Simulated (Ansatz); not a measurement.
AgCl (rock salt)

```
CELL_PARAMETERS angstrom
      0.00000     5.61150     5.61150
      2.80575     0.00000     2.80575
      2.80575     2.80575     0.00000
ATOMIC_POSITIONS crystal
  Cl 0.00000 0.00000 0.00000
  Cl 0.50000 0.00000 0.00000
  Ag 0.25000 0.50000 0.50000
  Ag 0.75000 0.50000 0.50000
```

The atoms are displaced by Q × the pattern below (from a DFPT mode at L = (0.5, 0.0, 0.0), largest move 1; Q in Å), at fixed cell. (q is in reciprocal vectors of the primitive cell; the cell shown is doubled to hold the pattern.)

```csv
atom,x,y,z
Cl1,-0.577,0.577,0.577
Cl2,0.577,-0.577,-0.577
```

Atoms not listed stay in place.

All values below come from PBE (plane waves to 420 eV, PAW, scalar-relativistic; Ansatz, a program for electronic structure). k mesh 5×10×10 (Γ-centred), Fermi-Dirac smearing 0.05 eV. Energies are smeared free energies. AgCl was relaxed with its symmetry unable to fall. ΔE is measured from the undisplaced structure.

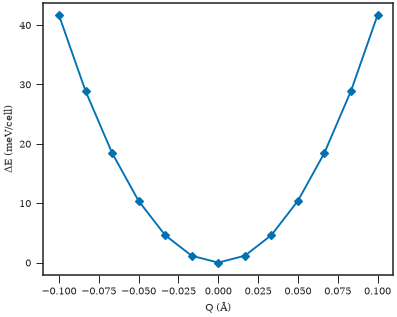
Figure. ΔE (meV/cell) against Q (Å); one marker a computed point.

Problem. What is the energy change at Q = 0.100 Å?

Solution. About 42 meV/cell.

Problem. What harmonic wavenumber does the curvature at Q = 0 give?

Solution. About 180 cm⁻¹.

(For displaced atoms, the force is minus the slope of the energy, and its curvature is a force constant, which sets phonon frequencies.)
